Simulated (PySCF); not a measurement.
# C₈H₁₄P+: magnetic properties

Programs: PySCF 2.14.0, with routines of our own; each step states its level. All values are computed. Atoms count from 0.

## Step 1: The starting structure

23 atoms, charge 1, multiplicity 1; geometry from: GFN2-xTB.

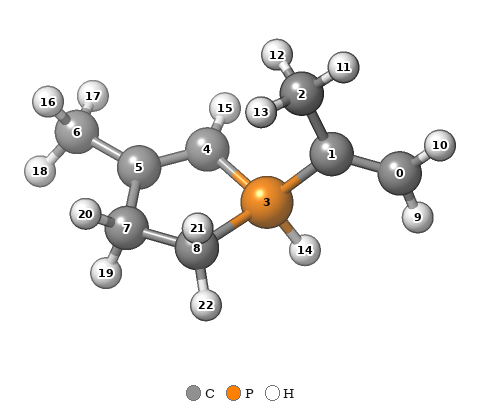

The starting geometry (carbon grey, phosphorus orange, hydrogen white).

## Step 2: Magnetic properties: GIAO CAM-B3LYP/pcSseg-1

What the job is given:

```
{"job": {"kind": "mag", "xc": "CAM-B3LYP", "basis": "pcSseg-1", "isotopologues": 0}, "charge": 1, "multiplicity": 1}
C     -3.181686    -0.741626     1.041933
C     -2.172970    -0.140323     0.421244
C     -2.268624     1.057247    -0.465646
P     -0.495968    -0.765463     0.664543
C      0.732621     0.451392     1.052397
C      1.791765     0.363951     0.228996
C      2.968314     1.259624     0.277952
C      1.758524    -0.732417    -0.795870
C      0.358199    -1.375794    -0.829848
H     -3.038340    -1.600674     1.678449
H     -4.194405    -0.390639     0.931086
H     -3.302463     1.373838    -0.570933
H     -1.691989     1.883577    -0.048382
H     -1.870808     0.843566    -1.457793
H     -0.583241    -1.763235     1.620916
H      0.618734     1.165786     1.849888
H      2.978162     1.900918    -0.603737
H      2.955888     1.888252     1.163258
H      3.889707     0.680582     0.259715
H      2.515384    -1.473305    -0.527579
H      2.035621    -0.343308    -1.776909
H     -0.203819    -1.049188    -1.708586
H      0.396644    -2.465775    -0.849140
```

Method: GIAO CAM-B3LYP/pcSseg-1 magnetisability, rotational g tensor and spin-rotation constants, non-relativistic, gas phase.

The run is started by

```console
> OMP_NUM_THREADS=1 python excited_run.py task.json out
```

This one command runs all jobs of the session in turn.

Q: Estimate the wall time and peak memory of this first job on 1 thread of Arm Neoverse V1, shared host.

About 1.8 min, with a peak of 1.3 GiB.
